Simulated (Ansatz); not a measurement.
# BHO (singlet): one geometry, many settings at distance B1–O2 = 2.030 Å

What do other methods and options give for BHO (singlet) at this geometry, and how long do they take?

The runs use Ansatz 0.2.0, Gaussian basis; the settings change from run to run.

24 further runs of the same task are left out: 8 for a known fault of the program, 12 that didn't finish, 4 set aside as unsound or not needed.

## Step 1: What is computed

The geometry derives from a PBE0/def2-TZVP stationary point (not a proven minimum). One bond is set to the value named and the two fragments are kept rigid.

3 atoms, charge 0, spin multiplicity 1.

Atoms are counted from 1 here; the program's logs count them from 0.

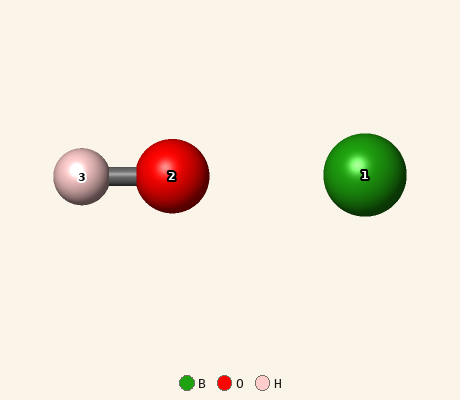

The structure; boron green, oxygen red, hydrogen pink; atoms are numbered from 1 in the order of the file.

Geometry (Å):

```mol
BHO
  3D, bonds by distance, orders not assigned

  3  1  0  0  0  0  0  0  0  0999 V2000
    0.0000    0.0000   -1.6707 B   0  0
    0.0000    0.0000    0.3593 O   0  0
    0.0000    0.0000    1.3115 H   0  0
  2  3  8  0
M  END
```

## Step 2: CASSCF(2,4)/6-31G

File in.yaml:

```yaml
crystal:
  periodic: [false, false, false]
  atoms:
    - {symbol: B, position_ang: [0.000000, 0.000000, -1.670745]}
    - {symbol: O, position_ang: [0.000000, 0.000000, 0.359255]}
    - {symbol: H, position_ang: [0.000000, 0.000000, 1.311490]}
basis:
  gaussian: {orbitals: 6-31G}
correlation: {active_space: {window: {electrons: 2, orbitals: 4}}}
output: {forces: true}
```

The run is started by

```
$ ansatz run in.yaml --threads 1 --pin off --events-out ev --progress --plain --max-ram 2393MiB
```

Log:

```text
Functional definition: HF
  name "HF"
  cite "Fock, Z. Phys. 61, 126 (1930) doi:10.1007/BF01340294"
  parent pbe
  exchange = exact_x
  correlation = 0
233 factors; integrals over basis functions are off by at most 3.6e-4 eV
mean field evaluation 1: about -2714.5200 eV, gradient 4.2e1 eV
mean field evaluation 2: about -2714.5211 eV, gradient 4.2e1 eV
mean field evaluation 4: about -2718.5490 eV, gradient 2.8e0 eV
mean field evaluation 8: about -2718.5923 eV, gradient 3.5e-3 eV
mean field -2718.59229432 eV, -99.9064240883 hartree, gradient 2.4e-6 eV, S^2 0.000000; 0 other end points of the search recorded, 0 dependent functions left out
reference -2718.59229432 eV, -99.9064240883 hartree; 7, 7 occupied and 13, 13 virtual orbitals, 233 factors
state -2719.76068219 eV, -99.9493615504 hartree
the calculation of the forces begins
Total energy: -2719.76068219 eV, -99.9493615504 hartree
Atom 0 at     0.000000     0.000000    -1.670745 Å, force    -0.000000    -0.000000     5.329379 eV/Å
Atom 1 at     0.000000     0.000000     0.359255 Å, force    -0.000000    -0.000000    -5.140330 eV/Å
Atom 2 at     0.000000     0.000000     1.311490 Å, force     0.000000     0.000000    -0.189049 eV/Å
Dipole moment:    -0.000000     0.000000    -0.583549 e Å
```

It took 0.24 s on 1 thread of Arm Neoverse V1, shared host.

From the report: 16 determinants; active occupations 1.87, 0.06, 0.06, 0.02.

## Step 3: NEVPT2(2,3)/6-31G

in.yaml: that of step 2 with these lines changed.

```diff
@@ -8,3 +8,2 @@
   gaussian: {orbitals: 6-31G}
-correlation: {active_space: {window: {electrons: 2, orbitals: 4}}}
-output: {forces: true}
+correlation: {method: sc_nevpt2, electrons: outside_noble_gas, active_space: {window: {electrons: 2, orbitals: 3}}}
```

Same command.

Log, cut to the lines that bear on the results:

```text
Functional definition: HF
  name "HF"
  cite "Fock, Z. Phys. 61, 126 (1930) doi:10.1007/BF01340294"
  parent pbe
[...]
233 factors; integrals over basis functions are off by at most 3.6e-4 eV
[...]
mean field -2718.59229432 eV, -99.9064240883 hartree, gradient 2.4e-6 eV, S^2 0.000000; 0 other end points of the search recorded, 0 dependent functions left out
reference -2718.59229432 eV, -99.9064240883 hartree; 7, 7 occupied and 13, 13 virtual orbitals, 233 factors
state -2719.55322378 eV, -99.9417375945 hartree
state -2719.55322378 eV, -99.9417375945 hartree; corrected -2723.66496083 eV, -100.0928411442 hartree
state -2719.19653756 eV, -99.9286296179 hartree
state -2719.19653756 eV, -99.9286296179 hartree; corrected -2723.34175939 eV, -100.0809637101 hartree
state -2719.55322378 eV, -99.9417375945 hartree; corrected -2723.66496083 eV, -100.0928411442 hartree
Total energy: -2723.66496083 eV, -100.0928411442 hartree
```

Run time: 0.37 s. Hardware: 1 thread of Arm Neoverse V1, shared host.

From the report: 3 determinants; active occupations 1.88, 0.06, 0.06.

## Step 4: NEVPT2(12,7)/6-31G

in.yaml: that of step 3 with these lines changed.

```diff
@@ -8,2 +8,4 @@
   gaussian: {orbitals: 6-31G}
-correlation: {method: sc_nevpt2, electrons: outside_noble_gas, active_space: {window: {electrons: 2, orbitals: 3}}}
+correlation: {method: sc_nevpt2, electrons: all, active_space: {window: {electrons: 12, orbitals: 7}, states: [{multiplicity: 1, weights: [1, 0.5, 0.5]}], root: 0}}
+accuracy: high
+output: {forces: true}
```

Same command.

Log, cut to the lines that bear on the results:

```text
Functional definition: HF
  name "HF"
  cite "Fock, Z. Phys. 61, 126 (1930) doi:10.1007/BF01340294"
  parent pbe
[...]
399 factors; integrals over basis functions are off by at most 4.2e-9 eV
[...]
mean field -2718.59230276 eV, -99.9064243983 hartree, gradient 2.1e-8 eV, S^2 0.000000; 0 other end points of the search recorded, 0 dependent functions left out
reference -2718.59230276 eV, -99.9064243983 hartree; 7, 7 occupied and 13, 13 virtual orbitals, 399 factors
state -2718.62559434 eV, -99.9076478414 hartree
state -2716.86574837 eV, -99.8429746949 hartree
state -2715.35220944 eV, -99.7873531650 hartree
state -2718.62559434 eV, -99.9076478414 hartree; corrected -2722.59763280 eV, -100.0536175623 hartree
state -2716.86574837 eV, -99.8429746949 hartree; corrected -2719.97221899 eV, -99.9571353847 hartree
state -2715.35220944 eV, -99.7873531650 hartree; corrected -2719.88071654 eV, -99.9537727314 hartree
WARN: 3 active orbitals are nearly empty or full. The corrections depend on them more than the energy does, and are more stable in an active space without them
[...]
Total energy: -2722.59763280 eV, -100.0536175623 hartree
Atom 0 at     0.000000     0.000000    -1.670745 Å, force     0.000000     0.000000     6.944886 eV/Å
Atom 1 at     0.000000     0.000000     0.359255 Å, force     0.000000     0.000000    -7.787368 eV/Å
Atom 2 at     0.000000     0.000000     1.311490 Å, force    -0.000000    -0.000000     0.842482 eV/Å
Dipole moment:     0.000000     0.000000    -0.476739 e Å
```

Run time: 0.48 s. Hardware: 1 thread of Arm Neoverse V1, shared host.

From the report: 21 determinants; active occupations (of the averaged states) 2.00, 2.00, 2.00, 1.97, 1.75, 1.67, 0.61. The report marks this result as in doubt.

## Step 5: NEVPT2(8,5)/6-31G

File in.yaml:

```yaml
crystal:
  periodic: [false, false, false]
  atoms:
    - {symbol: B, position_ang: [0.000000, 0.000000, -1.670745]}
    - {symbol: O, position_ang: [0.000000, 0.000000, 0.359255]}
    - {symbol: H, position_ang: [0.000000, 0.000000, 1.311490]}
basis:
  gaussian: {orbitals: 6-31G}
correlation: {method: sc_nevpt2, electrons: valence, active_space: {window: {electrons: 8, orbitals: 5}}}
accuracy: high
```

The command is unchanged.

Log:

```text
Functional definition: HF
  name "HF"
  cite "Fock, Z. Phys. 61, 126 (1930) doi:10.1007/BF01340294"
  parent pbe
  exchange = exact_x
  correlation = 0
399 factors; integrals over basis functions are off by at most 4.2e-9 eV
mean field evaluation 1: about -2714.5200 eV, gradient 4.2e1 eV
mean field evaluation 2: about -2714.5211 eV, gradient 4.2e1 eV
mean field evaluation 4: about -2718.5490 eV, gradient 2.8e0 eV
mean field evaluation 8: about -2718.5923 eV, gradient 3.5e-3 eV
mean field evaluation 16: about -2718.5923 eV, gradient 2.1e-8 eV
mean field -2718.59230276 eV, -99.9064243983 hartree, gradient 2.1e-8 eV, S^2 0.000000; 0 other end points of the search recorded, 0 dependent functions left out
reference -2718.59230276 eV, -99.9064243983 hartree; 7, 7 occupied and 13, 13 virtual orbitals, 399 factors
state -2719.12479564 eV, -99.9259931508 hartree
state -2719.12479564 eV, -99.9259931508 hartree; corrected -2723.14142700 eV, -100.0736016307 hartree
WARN: 2 active orbitals are nearly empty or full. The corrections depend on them more than the energy does, and are more stable in an active space without them
Total energy: -2723.14142700 eV, -100.0736016307 hartree
```

Wall time 0.3 s (1 thread of Arm Neoverse V1, shared host).

From the report: 13 determinants; active occupations 2.00, 2.00, 2.00, 1.93, 0.07. The report marks this result as in doubt.

## Step 6: MRCISD+Q(2,3)/6-31G

in.yaml: that of step 5 with these lines changed.

```diff
@@ -8,3 +8,3 @@
   gaussian: {orbitals: 6-31G}
-correlation: {method: sc_nevpt2, electrons: valence, active_space: {window: {electrons: 8, orbitals: 5}}}
-accuracy: high
+correlation: {method: fic_mrcisd_q, electrons: outside_noble_gas, active_space: {window: {electrons: 2, orbitals: 3}}}
+scf: {lower_state_search: full}
```

Launched as before.

Log, cut to the lines that bear on the results:

```text
Functional definition: HF
  name "HF"
  cite "Fock, Z. Phys. 61, 126 (1930) doi:10.1007/BF01340294"
  parent pbe
[...]
233 factors; integrals over basis functions are off by at most 3.6e-4 eV
[...]
mean field -2718.59229432 eV, -99.9064240883 hartree, gradient 2.4e-6 eV, S^2 0.000000; 0 other end points of the search recorded, 0 dependent functions left out
reference -2718.59229432 eV, -99.9064240883 hartree; 7, 7 occupied and 13, 13 virtual orbitals, 233 factors
state -2719.55322378 eV, -99.9417375945 hartree
contracted CI cycle   1: correlation 0.00000000 eV, 0.0000000000 hartree, residual 1.88e1 eV
contracted CI cycle   2: correlation -3.83532674 eV, -0.1409456580 hartree, residual 3.42e0 eV
contracted CI cycle   3: correlation -4.09876169 eV, -0.1506267138 hartree, residual 1.82e0 eV
contracted CI cycle   4: correlation -4.16881406 eV, -0.1532010909 hartree, residual 7.72e-1 eV
[...]
contracted CI cycle   8: correlation -4.44667006 eV, -0.1634121108 hartree, residual 3.64e-2 eV
contracted CI cycle   9: correlation -4.44669278 eV, -0.1634129454 hartree, residual 1.30e-2 eV
contracted CI cycle  10: correlation -4.44669558 eV, -0.1634130485 hartree, residual 4.48e-3 eV
contracted CI cycle  11: correlation -4.44669595 eV, -0.1634130620 hartree, residual 1.92e-3 eV
contracted CI cycle  12: correlation -4.44669602 eV, -0.1634130648 hartree, residual 9.62e-4 eV
state -2719.19653756 eV, -99.9286296179 hartree; corrected -2724.16707109 eV, -100.1112933558 hartree
state -2719.19653756 eV, -99.9286296179 hartree; corrected -2724.16707109 eV, -100.1112933558 hartree
the orbitals are reached from a further start. From the first start the search ends at -2719.55210043 eV, -99.9416963121 hartree
WARN: the results are in doubt because another end's mean lies 0.357 eV lower, and its corrected mean 0.046 eV higher
Total energy: -2724.16707109 eV, -100.1112933558 hartree
In doubt: another end's mean lies 0.357 eV lower, and its corrected mean 0.046 eV higher
```

Run time: 0.82 s. Hardware: 1 thread of Arm Neoverse V1, shared host.

From the report: 9 determinants; active occupations 1.98, 0.02, 0.00. The program marks this result as in doubt; its last lines say why.

## Step 7: CASSCF(8,5)/cc-pVDZ

File in.yaml:

```yaml
crystal:
  periodic: [false, false, false]
  atoms:
    - {symbol: B, position_ang: [0.000000, 0.000000, -1.670745]}
    - {symbol: O, position_ang: [0.000000, 0.000000, 0.359255]}
    - {symbol: H, position_ang: [0.000000, 0.000000, 1.311490]}
basis:
  gaussian: {orbitals: cc-pVDZ, fitting: {mean_field: def2-universal-jkfit}}
correlation: {active_space: {window: {electrons: 8, orbitals: 5}, states: [{multiplicity: 1, weights: [0.5, 1, 1]}], root: 1}}
output: {forces: true}
```

Same command.

Log, cut to the lines that bear on the results:

```text
Functional definition: HF
  name "HF"
  cite "Fock, Z. Phys. 61, 126 (1930) doi:10.1007/BF01340294"
  parent pbe
[...]
170 factors; integrals over basis functions are off by at most 2.1e-1 eV
[...]
mean field -2719.37474211 eV, -99.9351785140 hartree, gradient 1.2e-6 eV, S^2 0.000000; 0 other end points of the search recorded, 0 dependent functions left out
reference -2719.37474211 eV, -99.9351785140 hartree; 7, 7 occupied and 26, 26 virtual orbitals, 170 factors
state -2719.30975860 eV, -99.9327904141 hartree
state -2717.90326038 eV, -99.8811025580 hartree
state -2716.15917237 eV, -99.8170085058 hartree
[...]
Total energy: -2717.90326038 eV, -99.8811025580 hartree
Atom 0 at     0.000000     0.000000    -1.670745 Å, force     0.000000     0.000000    -1.239488 eV/Å
Atom 1 at     0.000000     0.000000     0.359255 Å, force    -0.000000    -0.000000     0.939750 eV/Å
Atom 2 at     0.000000     0.000000     1.311490 Å, force     0.000000    -0.000000     0.299738 eV/Å
Dipole moment:     0.000000    -0.000000     0.666313 e Å
```

Wall time 0.24 s (1 thread of Arm Neoverse V1, shared host).

From the report: 25 determinants; active occupations (of the averaged states) 2.00, 1.97, 1.72, 1.60, 0.70.

## Step 8: MRCISD+Q(relaxed)(6,5)/6-31G

File in.yaml:

```yaml
crystal:
  periodic: [false, false, false]
  atoms:
    - {symbol: B, position_ang: [0.000000, 0.000000, -1.670745]}
    - {symbol: O, position_ang: [0.000000, 0.000000, 0.359255]}
    - {symbol: H, position_ang: [0.000000, 0.000000, 1.311490]}
basis:
  gaussian: {orbitals: 6-31G}
correlation: {method: fic_mrcisd_q_relaxed, electrons: all, active_space: {window: {electrons: 6, orbitals: 5}}}
scf: {lower_state_search: light}
```

Same command.

Log, cut to the lines that bear on the results:

```text
Functional definition: HF
  name "HF"
  cite "Fock, Z. Phys. 61, 126 (1930) doi:10.1007/BF01340294"
  parent pbe
[...]
233 factors; integrals over basis functions are off by at most 3.6e-4 eV
[...]
mean field -2718.59229432 eV, -99.9064240883 hartree, gradient 2.4e-6 eV, S^2 0.000000; 0 other end points of the search recorded, 0 dependent functions left out
reference -2718.59229432 eV, -99.9064240883 hartree; 7, 7 occupied and 13, 13 virtual orbitals, 233 factors
state -2720.02981412 eV, -99.9592519664 hartree
contracted CI cycle   1: correlation 0.00000000 eV, 0.0000000000 hartree, residual 1.76e1 eV
contracted CI cycle   2: correlation -3.33834797 eV, -0.1226820251 hartree, residual 4.76e0 eV
contracted CI cycle   3: correlation -3.72238136 eV, -0.1367949918 hartree, residual 2.71e0 eV
contracted CI cycle   4: correlation -3.84271445 eV, -0.1412171513 hartree, residual 1.40e0 eV
[...]
contracted CI cycle   6: correlation -3.99322269 eV, -0.1467482271 hartree, residual 3.65e-1 eV
contracted CI cycle   7: correlation -3.99601545 eV, -0.1468508592 hartree, residual 1.95e-1 eV
contracted CI cycle   8: correlation -3.99677127 eV, -0.1468786352 hartree, residual 1.15e-1 eV
contracted CI cycle   9: correlation -3.99699332 eV, -0.1468867953 hartree, residual 5.17e-2 eV
contracted CI cycle  10: correlation -3.99703439 eV, -0.1468883046 hartree, residual 2.14e-2 eV
contracted CI cycle  11: correlation -3.99704161 eV, -0.1468885701 hartree, residual 8.30e-3 eV
contracted CI cycle  12: correlation -3.99704250 eV, -0.1468886026 hartree, residual 4.78e-3 eV
contracted CI cycle  13: correlation -3.99704283 eV, -0.1468886145 hartree, residual 1.80e-3 eV
state -2719.97592806 eV, -99.9572716901 hartree; corrected -2724.27605519 eV, -100.1152984477 hartree
state -2720.02981412 eV, -99.9592519664 hartree; corrected -2724.28105802 eV, -100.1154822981 hartree
Total energy: -2724.28105802 eV, -100.1154822981 hartree
```

It took 1.7 s on 1 thread of Arm Neoverse V1, shared host.

From the report: 52 determinants; active occupations 1.99, 1.96, 1.95, 0.06, 0.04.

## Step 9: CCSD(T) on RHF/x2c-TZVPPall

File in.yaml:

```yaml
crystal:
  periodic: [false, false, false]
  atoms:
    - {symbol: B, position_ang: [0.000000, 0.000000, -1.670745]}
    - {symbol: O, position_ang: [0.000000, 0.000000, 0.359255]}
    - {symbol: H, position_ang: [0.000000, 0.000000, 1.311490]}
basis:
  gaussian: {orbitals: x2c-TZVPPall}
magnetization: {spin_polarized: false}
correlation: {method: ccsd_t, electrons: outside_noble_gas}
accuracy: high
scf: {lower_state_search: full}
```

The command is unchanged.

Log, cut to the lines that bear on the results:

```text
Functional definition: HF
  name "HF"
  cite "Fock, Z. Phys. 61, 126 (1930) doi:10.1007/BF01340294"
  parent pbe
[...]
1088 factors; integrals over basis functions are off by at most 3.8e-9 eV
[...]
mean field -2722.00400443 eV, -100.0318021223 hartree, gradient 5.8e-8 eV, S^2 0.000000; 0 other end points of the search recorded, 0 dependent functions left out
2 core orbitals not correlated: weight in the atoms' cores, before any rotation towards them, 1.000 or more for the frozen orbitals, at most 0.000 for the correlated occupied ones
reference -2722.00400443 eV, -100.0318021223 hartree; 5, 5 occupied and 69, 69 virtual orbitals, 1088 factors
second order -8.90820045 eV of doubles, -0.00000000 eV of singles
cycle   1  -8.69197556 eV  change    2.2e-1 eV  update   1.5e-1
[...]
cycle  26  -9.28797460 eV  change  -4.7e-10 eV  update  8.6e-10
perturbative correction -0.49439489 eV, -0.0181686772 hartree
Total energy: -2731.78637393 eV, -100.3912975705 hartree
Relativity: scalar
```

Run time: 2.8 s. Hardware: 1 thread of Arm Neoverse V1, shared host; peak memory 0.29 GiB.

From the report: correlation -9.7824 eV; T1 0.039; largest double amplitude 0.09.

## Step 10: BCCD/cc-pVDZ

File in.yaml:

```yaml
crystal:
  periodic: [false, false, false]
  atoms:
    - {symbol: B, position_ang: [0.000000, 0.000000, -1.670745]}
    - {symbol: O, position_ang: [0.000000, 0.000000, 0.359255]}
    - {symbol: H, position_ang: [0.000000, 0.000000, 1.311490]}
basis:
  gaussian: {orbitals: cc-pVDZ}
magnetization: {spin_polarized: false}
hamiltonian: {xc: {name: PBE}}
correlation: {method: bccd, electrons: outside_noble_gas}
```

Launched as before.

Log, cut to the lines that bear on the results:

```text
Functional definition: PBE
  name "PBE"
  cite "Perdew, Burke & Ernzerhof, Phys. Rev. Lett. 77, 3865 (1996) doi:10.1103/PhysRevLett.77.3865"
  parent pbe
[...]
306 factors; integrals over basis functions are off by at most 9.9e-4 eV
[...]
mean field -2731.20972054 eV, -100.3701059492 hartree, gradient 8.2e-7 eV, S^2 0.000000; 0 other end points of the search recorded, 0 dependent functions left out
2 core orbitals not correlated: weight in the atoms' cores, before any rotation towards them, 1.000 or more for the frozen orbitals, at most 0.000 for the correlated occupied ones
reference -2718.35155192 eV, -99.8975769681 hartree; 5, 5 occupied and 26, 26 virtual orbitals, 306 factors
second order -8.56410775 eV of doubles, -0.90259357 eV of singles
cycle   1  -7.08560029 eV  change     2.2e0 eV  update   3.2e-1
[...]
cycle  12  -8.58844493 eV  change   -7.4e-6 eV  update   3.9e-6
Total energy: -2726.93999684 eV, -100.2131964977 hartree
```

It took 0.94 s on 1 thread of Arm Neoverse V1, shared host.

From the report: correlation -8.5884 eV; largest double amplitude 0.11.

## Step 11: The runs in one table

Where basis and cores are those of an earlier FCI/6-31G run (-2724.2702 eV), and the state is the same kind, the miss against it is given. † marks a result that the program doubts.

```csv
level,correlated,functions,energy (eV),from FCI (meV),time
"CASSCF(2,4)/6-31G",,20,-2719.7607,4509.5,0.24 s
"NEVPT2(2,3)/6-31G",outside noble gas,20,-2723.6650,605.3,0.37 s
"NEVPT2(12,7)/6-31G (lowest root of an average) †",all,20,-2722.5976,,0.48 s
"NEVPT2(8,5)/6-31G †",valence,20,-2723.1414,,0.3 s
"MRCISD+Q(2,3)/6-31G †",outside noble gas,20,-2724.1671,103.2,0.82 s
"CASSCF(8,5)/cc-pVDZ (excited root 1 of an average)",,33,-2717.9033,,0.24 s
"MRCISD+Q(relaxed)(6,5)/6-31G",all,20,-2724.2811,,1.7 s
CCSD(T) on RHF/x2c-TZVPPall,outside noble gas,76,-2731.7864,,2.8 s
BCCD/cc-pVDZ (on PBE orbitals),outside noble gas,33,-2726.9400,,0.94 s
```

## Step 12: Results

| quantity | value |
| --- | --- |
| runs | 9 |
| quickest | CASSCF(2,4)/6-31G, 0.24 s |
| slowest | CCSD(T) on RHF/x2c-TZVPPall, 2.8 s |

What this shows: Total energies in different bases, with other cores or another treatment of relativity can't be set against each other. CCSD(T) on RHF/x2c-TZVPPall took 12 times as long as CASSCF(2,4)/6-31G; the jobs differ in more than the method. Among the correlated runs with a miss given, it spans +103 to +605 meV. Hartree-Fock, CASSCF and CASCI lack dynamic correlation by design.
